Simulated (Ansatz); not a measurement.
# AlH₄ (doublet): correlated methods under varied settings at distance Al1–H5 = 4.319 Å

What do other methods and options give for AlH₄ (doublet) at this geometry, and how long do they take?

Program: Ansatz 0.2.0, Gaussian basis. Level of theory: the settings change from run to run. These are calculated values, not measurements.

32 further runs of the same task are left out: 8 for a known fault of the program, 2 for a mislabelled method, 17 that didn't finish, 5 set aside as unsound or not needed.

## 1. The system

The geometry derives from a PBE0/def2-TZVP stationary point (not a proven minimum). One bond is set to the value named and the two fragments are kept rigid.

5 atoms, charge 0, spin multiplicity 2.

Atoms are counted from 1 here; the program's logs count them from 0.

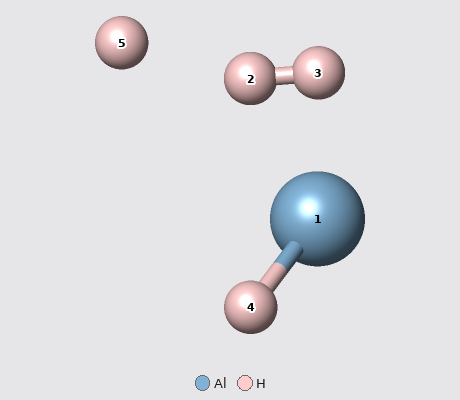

The structure; aluminium light blue, hydrogen pink; atoms are numbered from 1 in the order of the file.

## 2. CASSCF(1,7)/6-31G

File in.yaml:

```yaml
crystal:
  periodic: [false, false, false]
  atoms:
    - {symbol: Al, position_ang: [-0.104110, 0.076722, -0.129078]}
    - {symbol: H, position_ang: [0.404479, 0.078377, 1.989462]}
    - {symbol: H, position_ang: [-0.361309, 0.067669, 1.960079]}
    - {symbol: H, position_ang: [0.689058, 1.459885, -0.185107]}
    - {symbol: H, position_ang: [2.054682, -3.659713, -0.309154]}
basis:
  gaussian: {orbitals: 6-31G}
magnetization: {spin_polarized: false, initial_magnetization: 1}
correlation: {active_space: {window: {electrons: 1, orbitals: 7}}}
scf: {lower_state_search: light}
```

On the command line:

```console
$ ansatz run in.yaml --threads 1 --pin off --events-out ev --progress --plain --max-ram 2393MiB
```

Standard output:

```text
Functional definition: HF
  name "HF"
  cite "Fock, Z. Phys. 61, 126 (1930) doi:10.1007/BF01340294"
  parent pbe
  exchange = exact_x
  correlation = 0
267 factors; integrals over basis functions are off by at most 1.1e-3 eV
mean field evaluation 1: about -6634.9777 eV, gradient 1.2e1 eV
mean field evaluation 2: about -6634.9771 eV, gradient 1.2e1 eV
mean field evaluation 4: about -6639.6436 eV, gradient 5.9e0 eV
mean field evaluation 8: about -6640.2681 eV, gradient 4.5e-1 eV
mean field -6640.27049280 eV, -244.0254396734 hartree, gradient 9.5e-6 eV, S^2 0.750000; 1 other end points of the search recorded, 0 dependent functions left out
reference -6640.27049280 eV, -244.0254396734 hartree; 9, 8 occupied and 12, 13 virtual orbitals, 267 factors
state -6640.27049280 eV, -244.0254396734 hartree
Total energy: -6640.27049280 eV, -244.0254396734 hartree
```

Wall time 0.3 s (1 thread of Arm Neoverse V2, shared host).

From the report: 7 determinants; active occupations 1.00, 0.00, 0.00, 0.00, 0.00, 0.00, 0.00. With so small a space the active step adds no correlation: the energy is the mean field's.

## 3. CASSCF(1,8)/6-31G

in.yaml, as its differences from that of step 2:

```diff
@@ -11,3 +11,2 @@
 magnetization: {spin_polarized: false, initial_magnetization: 1}
-correlation: {active_space: {window: {electrons: 1, orbitals: 7}}}
-scf: {lower_state_search: light}
+correlation: {active_space: {window: {electrons: 1, orbitals: 8}}}
```

The command is unchanged.

Standard output:

```text
Functional definition: HF
  name "HF"
  cite "Fock, Z. Phys. 61, 126 (1930) doi:10.1007/BF01340294"
  parent pbe
  exchange = exact_x
  correlation = 0
267 factors; integrals over basis functions are off by at most 1.1e-3 eV
mean field evaluation 1: about -6634.9777 eV, gradient 1.2e1 eV
mean field evaluation 2: about -6634.9771 eV, gradient 1.2e1 eV
mean field evaluation 4: about -6639.6436 eV, gradient 5.9e0 eV
mean field evaluation 8: about -6640.2681 eV, gradient 4.5e-1 eV
mean field -6640.27049280 eV, -244.0254396734 hartree, gradient 9.5e-6 eV, S^2 0.750000; 1 other end points of the search recorded, 0 dependent functions left out
reference -6640.27049280 eV, -244.0254396734 hartree; 9, 8 occupied and 12, 13 virtual orbitals, 267 factors
state -6640.27049280 eV, -244.0254396734 hartree
Total energy: -6640.27049280 eV, -244.0254396734 hartree
```

Wall time 0.18 s (1 thread of Arm Neoverse V2, shared host).

From the report: 8 determinants; active occupations 1.00, 0.00, 0.00, 0.00, 0.00, 0.00, 0.00, 0.00. With so small a space the active step adds no correlation: the energy is the mean field's.

## 4. NEVPT4(SD)(1,7)/6-31G

in.yaml, as its differences from that of step 3:

```diff
@@ -11,2 +11,2 @@
 magnetization: {spin_polarized: false, initial_magnetization: 1}
-correlation: {active_space: {window: {electrons: 1, orbitals: 8}}}
+correlation: {method: fic_nevpt4_sd, electrons: outside_noble_gas, active_space: {window: {electrons: 1, orbitals: 7}, states: [{multiplicity: 2, weights: [0.5, 0.5, 1]}], root: 0}}
```

Same command.

Standard output, shortened:

```text
Functional definition: HF
  name "HF"
  cite "Fock, Z. Phys. 61, 126 (1930) doi:10.1007/BF01340294"
  parent pbe
[...]
451 factors; integrals over basis functions are off by at most 8.9e-8 eV
[...]
mean field -6640.27054991 eV, -244.0254417720 hartree, gradient 9.8e-6 eV, S^2 0.750000; 1 other end points of the search recorded, 0 dependent functions left out
reference -6640.27054991 eV, -244.0254417720 hartree; 9, 8 occupied and 12, 13 virtual orbitals, 451 factors
state -6637.47244163 eV, -243.9226131896 hartree
state -6634.86737728 eV, -243.8268788402 hartree
state -6633.36949342 eV, -243.7718326240 hartree
state -6637.47244163 eV, -243.9226131896 hartree; corrected -6642.72047138 eV, -244.1154747256 hartree
state -6634.86737728 eV, -243.8268788402 hartree; corrected -6642.53520571 eV, -244.1086663376 hartree
state -6633.36949342 eV, -243.7718326240 hartree; corrected -6638.79971124 eV, -243.9713894482 hartree
WARN: 4 active orbitals are nearly empty or full. The corrections depend on them more than the energy does, and are more stable in an active space without them
WARN: the results are in doubt because a perturber of the state at -6634.86737728 eV, -243.8268788402 hartree has the amplitude 0.65; its orbitals belong in the active space
Total energy: -6642.72047138 eV, -244.1154747256 hartree
In doubt: a perturber of the state at -6634.86737728 eV, -243.8268788402 hartree has the amplitude 0.65; its orbitals belong in the active space
```

Wall time 0.72 s (1 thread of Arm Neoverse V2, shared host).

From the report: 7 determinants; active occupations (of the averaged states) 0.50, 0.25, 0.25, 0.00, 0.00, 0.00, 0.00. The program marks this result as in doubt; its last lines say why.

## 5. BCCD/6-31G

in.yaml, as its differences from that of step 4:

```diff
@@ -10,3 +10,4 @@
   gaussian: {orbitals: 6-31G}
-magnetization: {spin_polarized: false, initial_magnetization: 1}
-correlation: {method: fic_nevpt4_sd, electrons: outside_noble_gas, active_space: {window: {electrons: 1, orbitals: 7}, states: [{multiplicity: 2, weights: [0.5, 0.5, 1]}], root: 0}}
+magnetization: {spin_polarized: true, initial_magnetization: 1}
+hamiltonian: {xc: {name: PBE0}}
+correlation: {method: bccd, electrons: all, diis_vectors: 1}
```

Same command.

Standard output, shortened:

```text
Functional definition: PBE0
  name "PBE0"
  cite "Adamo & Barone, J. Chem. Phys. 110, 6158 (1999) doi:10.1063/1.478522"
  cite "Perdew, Burke & Ernzerhof, Phys. Rev. Lett. 77, 3865 (1996) doi:10.1103/PhysRevLett.77.3865"
  parent pbe
[...]
267 factors; integrals over basis functions are off by at most 1.1e-3 eV
[...]
mean field -6652.54997519 eV, -244.4767023279 hartree, gradient 1.6e-6 eV, S^2 0.755292; 4 other end points of the search recorded, 0 dependent functions left out
reference -6640.15444025 eV, -244.0211748208 hartree; 9, 8 occupied and 12, 13 virtual orbitals, 267 factors
second order -1.43426480 eV of doubles, -0.09513875 eV of singles
cycle   1  -1.90093664 eV  change   -3.7e-1 eV  update   6.3e-2
[...]
cycle  19  -2.12911338 eV  change   -2.8e-6 eV  update   1.6e-5
Total energy: -6642.28355363 eV, -244.0994182945 hartree
```

Wall time 1.9 s (1 thread of Arm Neoverse V2, shared host).

From the report: ⟨S²⟩ of the determinant 0.755 (pure doublet: 0.75); correlation -2.1291 eV; largest double amplitude 0.11.

## 6. CCSDT(Q) on UHF/6-31G

in.yaml, as its differences from that of step 5:

```diff
@@ -11,3 +11,4 @@
 magnetization: {spin_polarized: true, initial_magnetization: 1}
-hamiltonian: {xc: {name: PBE0}}
-correlation: {method: bccd, electrons: all, diis_vectors: 1}
+correlation: {method: ccsdt_q, electrons: outside_noble_gas, diis_vectors: 2}
+accuracy: high
+output: {forces: true}
```

Launched as before.

Standard output, shortened:

```text
Functional definition: HF
  name "HF"
  cite "Fock, Z. Phys. 61, 126 (1930) doi:10.1007/BF01340294"
  parent pbe
[...]
464 factors; integrals over basis functions are off by at most 3.4e-9 eV
[...]
mean field -6640.32178326 eV, -244.0273245630 hartree, gradient 4.0e-8 eV, S^2 1.048838; 17 other end points of the search recorded, 0 dependent functions left out
determinant -6640.32178326 eV, -244.0273245630 hartree, with singles and doubles -6642.18787516 eV, -244.0959021755 hartree
determinant -6640.30838180 eV, -244.0268320684 hartree, with singles and doubles -6642.18600426 eV, -244.0958334212 hartree
determinant -6639.68715309 eV, -244.0040023346 hartree, with singles and doubles -6641.17039824 eV, -244.0585105883 hartree
determinant -6638.85195927 eV, -243.9733095277 hartree, with singles and doubles -6640.80311496 eV, -244.0450131768 hartree
[...]
reference -6640.27060684 eV, -244.0254438641 hartree; 4, 3 occupied and 12, 13 virtual orbitals, 464 factors
second order -1.28983608 eV of doubles, -0.00000000 eV of singles
cycle   1  -1.68495116 eV  change   -4.0e-1 eV  update   6.7e-2
[...]
cycle  81  -1.94811529 eV  change   3.4e-11 eV  update  7.5e-10
perturbative correction -0.00111604 eV, -0.0000410136 hartree
[...]
Total energy: -6642.21983816 eV, -244.0970767942 hartree
Atom 0 at    -0.104110     0.076722    -0.129078 Å, force    -1.039085    -1.317316    -1.765199 eV/Å
Atom 1 at     0.404479     0.078377     1.989462 Å, force    -0.538332     0.357145     0.750903 eV/Å
Atom 2 at    -0.361309     0.067669     1.960079 Å, force     0.803976    -0.102274     0.658675 eV/Å
Atom 3 at     0.689058     1.459885    -0.185107 Å, force     0.770892     1.063960     0.354930 eV/Å
Atom 4 at     2.054682    -3.659713    -0.309154 Å, force     0.002550    -0.001515     0.000692 eV/Å
Dipole moment:     0.100108     0.078900     0.346964 e Å
```

It took 9 s on 1 thread of Arm Neoverse V2, shared host.

From the report: ⟨S²⟩ of the determinant 0.751 (pure doublet: 0.75); correlation -1.9492 eV; T1 0.013; largest double amplitude 0.11.

## 7. CCSD(T) on UHF/def2-SVP

in.yaml, as its differences from that of step 6:

```diff
@@ -9,6 +9,5 @@
 basis:
-  gaussian: {orbitals: 6-31G}
+  gaussian: {orbitals: def2-SVP}
 magnetization: {spin_polarized: true, initial_magnetization: 1}
-correlation: {method: ccsdt_q, electrons: outside_noble_gas, diis_vectors: 2}
+correlation: {method: ccsd_t, electrons: all}
 accuracy: high
-output: {forces: true}
```

The command is unchanged.

Standard output, shortened:

```text
Functional definition: HF
  name "HF"
  cite "Fock, Z. Phys. 61, 126 (1930) doi:10.1007/BF01340294"
  parent pbe
[...]
703 factors; integrals over basis functions are off by at most 6.2e-9 eV
[...]
mean field -6639.18603925 eV, -243.9855867407 hartree, gradient 3.5e-8 eV, S^2 1.112994; 18 other end points of the search recorded, 0 dependent functions left out
determinant -6639.18603925 eV, -243.9855867407 hartree, with singles and doubles -6642.27354935 eV, -244.0990506441 hartree
determinant -6639.17068605 eV, -243.9850225207 hartree, with singles and doubles -6642.24537431 eV, -244.0980152301 hartree
determinant -6638.47373653 eV, -243.9594100983 hartree, with singles and doubles -6641.00578256 eV, -244.0524610738 hartree
determinant -6637.62704357 eV, -243.9282947060 hartree, with singles and doubles -6640.60951585 eV, -244.0378985406 hartree
[...]
determinant -6635.90625383 eV, -243.8650568494 hartree, with singles and doubles -6638.96425026 eV, -243.9774361454 hartree
determinant -6639.18603925 eV, -243.9855867407 hartree, with singles and doubles -6642.25514981 eV, -244.0983744732 hartree
determinant -6639.17068605 eV, -243.9850225207 hartree, with singles and doubles -6642.25477597 eV, -244.0983607350 hartree
determinant -6639.10739131 eV, -243.9826964821 hartree, with singles and doubles -6642.26043157 eV, -244.0985685744 hartree
determinant -6639.10739131 eV, -243.9826964821 hartree, with singles and doubles -6642.26061243 eV, -244.0985752210 hartree
reference -6639.10739131 eV, -243.9826964821 hartree; 9, 8 occupied and 29, 30 virtual orbitals, 703 factors
second order -2.39936021 eV of doubles, -0.00000000 eV of singles
cycle   1  -3.15321911 eV  change    2.0e-6 eV  update   2.4e-6
[...]
cycle  21  -3.15321784 eV  change   3.6e-10 eV  update  9.7e-10
perturbative correction -0.04702588 eV, -0.0017281692 hartree
Total energy: -6642.30763504 eV, -244.1003032697 hartree
```

Run time: 11 s. Hardware: 1 thread of Arm Neoverse V2, shared host.

From the report: ⟨S²⟩ of the determinant 0.750 (pure doublet: 0.75); correlation -3.2002 eV; T1 0.009; largest double amplitude 0.11.

## 8. BCCD/cc-pVDZ

in.yaml, as its differences from that of step 7:

```diff
@@ -9,5 +9,6 @@
 basis:
-  gaussian: {orbitals: def2-SVP}
+  gaussian: {orbitals: cc-pVDZ}
 magnetization: {spin_polarized: true, initial_magnetization: 1}
-correlation: {method: ccsd_t, electrons: all}
-accuracy: high
+hamiltonian: {xc: {name: PBE0}}
+correlation: {method: bccd, electrons: valence}
+output: {forces: true}
```

The command is unchanged.

Standard output, shortened:

```text
Functional definition: PBE0
  name "PBE0"
  cite "Adamo & Barone, J. Chem. Phys. 110, 6158 (1999) doi:10.1063/1.478522"
  cite "Perdew, Burke & Ernzerhof, Phys. Rev. Lett. 77, 3865 (1996) doi:10.1103/PhysRevLett.77.3865"
  parent pbe
[...]
351 factors; integrals over basis functions are off by at most 1.6e-3 eV
[...]
mean field -6653.41565124 eV, -244.5085153361 hartree, gradient 4.9e-6 eV, S^2 0.755351; 4 other end points of the search recorded, 0 dependent functions left out
5 core orbitals not correlated: weight in the atoms' cores, before any rotation towards them, 1.000 or more for the frozen orbitals, at most 0.000 for the correlated occupied ones
reference -6641.18130787 eV, -244.0589115100 hartree; 4, 3 occupied and 29, 30 virtual orbitals, 351 factors
second order -2.29066607 eV of doubles, -0.06877293 eV of singles
cycle   1  -2.87752512 eV  change   -5.2e-1 eV  update   6.6e-2
[...]
cycle  25  -3.12787163 eV  change   -6.6e-8 eV  update   6.9e-8
[...]
Total energy: -6644.30917951 eV, -244.1738586724 hartree
Atom 0 at    -0.104110     0.076722    -0.129078 Å, force    -0.675203    -0.795540    -1.330374 eV/Å
Atom 1 at     0.404479     0.078377     1.989462 Å, force     0.011854     0.321995     0.520985 eV/Å
Atom 2 at    -0.361309     0.067669     1.960079 Å, force     0.214869    -0.067815     0.436811 eV/Å
Atom 3 at     0.689058     1.459885    -0.185107 Å, force     0.446513     0.543009     0.372210 eV/Å
Atom 4 at     2.054682    -3.659713    -0.309154 Å, force     0.001967    -0.001650     0.000368 eV/Å
Dipole moment:     0.069502     0.047971     0.358315 e Å
```

Wall time 5 s (1 thread of Arm Neoverse V2, shared host).

From the report: ⟨S²⟩ of the determinant 0.755 (pure doublet: 0.75); correlation -3.1279 eV; largest double amplitude 0.11.

## 9. BCCD(T)/6-31G

in.yaml, as its differences from that of step 8:

```diff
@@ -9,6 +9,6 @@
 basis:
-  gaussian: {orbitals: cc-pVDZ}
-magnetization: {spin_polarized: true, initial_magnetization: 1}
-hamiltonian: {xc: {name: PBE0}}
-correlation: {method: bccd, electrons: valence}
-output: {forces: true}
+  gaussian: {orbitals: 6-31G}
+magnetization: {spin_polarized: false, initial_magnetization: 1}
+hamiltonian: {xc: {name: PBE}}
+correlation: {method: bccd_t, electrons: all}
+scf: {omitted_lower_state_checks: [cluster_reference]}
```

Same command.

Standard output, shortened:

```text
Functional definition: PBE
  name "PBE"
  cite "Perdew, Burke & Ernzerhof, Phys. Rev. Lett. 77, 3865 (1996) doi:10.1103/PhysRevLett.77.3865"
  parent pbe
[...]
267 factors; integrals over basis functions are off by at most 1.1e-3 eV
[...]
mean field -6651.84082209 eV, -244.4506414321 hartree, gradient 2.9e-6 eV, S^2 0.750000; 1 other end points of the search recorded, 0 dependent functions left out
reference -6640.04867756 eV, -244.0172881137 hartree; 9, 8 occupied and 12, 13 virtual orbitals, 267 factors
second order -1.46287243 eV of doubles, -0.17696478 eV of singles
cycle   1  -2.01255133 eV  change   -3.8e-1 eV  update   6.3e-2
[...]
cycle  16  -2.23487378 eV  change   -1.5e-5 eV  update   9.6e-6
perturbative correction -0.01613654 eV, -0.0005930068 hartree
Total energy: -6642.29968788 eV, -244.1000112171 hartree
Checks for a lower state left out: cluster_reference
```

It took 1.2 s on 1 thread of Arm Neoverse V2, shared host.

From the report: correlation -2.2510 eV; largest double amplitude 0.11.

## 10. MP2 on ROHF/def2-SVP

in.yaml, as its differences from that of step 9:

```diff
@@ -9,6 +9,5 @@
 basis:
-  gaussian: {orbitals: 6-31G}
+  gaussian: {orbitals: def2-SVP}
 magnetization: {spin_polarized: false, initial_magnetization: 1}
-hamiltonian: {xc: {name: PBE}}
-correlation: {method: bccd_t, electrons: all}
-scf: {omitted_lower_state_checks: [cluster_reference]}
+hamiltonian: {pseudopotentials: {relativity: none}}
+correlation: {method: mp2, electrons: outside_noble_gas}
```

Same command.

Standard output, shortened:

```text
Functional definition: HF
  name "HF"
  cite "Fock, Z. Phys. 61, 126 (1930) doi:10.1007/BF01340294"
  parent pbe
[...]
367 factors; integrals over basis functions are off by at most 1.4e-3 eV
[...]
mean field -6639.10716684 eV, -243.9826882328 hartree, gradient 1.0e-6 eV, S^2 0.750000; 1 other end points of the search recorded, 0 dependent functions left out
[...]
5 core orbitals not correlated: weight in the atoms' cores, before any rotation towards them, 1.000 or more for the frozen orbitals, at most 0.000 for the correlated occupied ones
reference -6639.10716684 eV, -243.9826882328 hartree; 4, 3 occupied and 29, 30 virtual orbitals, 367 factors
second order -2.17778320 eV of doubles, -0.00028114 eV of singles
Total energy: -6641.28523118 eV, -244.0627306209 hartree
```

It took 0.33 s on 1 thread of Arm Neoverse V2, shared host.

## 11. The runs in one table

Where basis and cores are those of an earlier FCI/6-31G run (-6642.2203 eV), and the state is the same kind, the miss against it is given. † marks a result that the program doubts.

```csv
level,correlated,functions,energy (eV),from FCI (meV),time
"CASSCF(1,7)/6-31G",,21,-6640.2705,1949.8,0.3 s
"CASSCF(1,8)/6-31G",,21,-6640.2705,1949.8,0.18 s
"NEVPT4(SD)(1,7)/6-31G (lowest root of an average) †",outside noble gas,21,-6642.7205,,0.72 s
BCCD/6-31G (on PBE0 orbitals),all,21,-6642.2836,,1.9 s
CCSDT(Q) on UHF/6-31G,outside noble gas,21,-6642.2198,0.5,9 s
CCSD(T) on UHF/def2-SVP,all,38,-6642.3076,,11 s
BCCD/cc-pVDZ (on PBE0 orbitals),valence,38,-6644.3092,,5 s
BCCD(T)/6-31G (on PBE orbitals),all,21,-6642.2997,,1.2 s
MP2 on ROHF/def2-SVP,outside noble gas,38,-6641.2852,,0.33 s
```

## 12. Summary of results

| quantity | value |
| --- | --- |
| runs | 9 |
| quickest | CASSCF(1,8)/6-31G, 0.18 s |
| slowest | CCSD(T) on UHF/def2-SVP, 11 s |

**Reading.** Total energies in different bases, with other cores or another treatment of relativity can't be set against each other. CCSD(T) on UHF/def2-SVP took 61 times as long as CASSCF(1,8)/6-31G; the jobs differ in more than the method. Hartree-Fock, CASSCF and CASCI lack dynamic correlation by design.
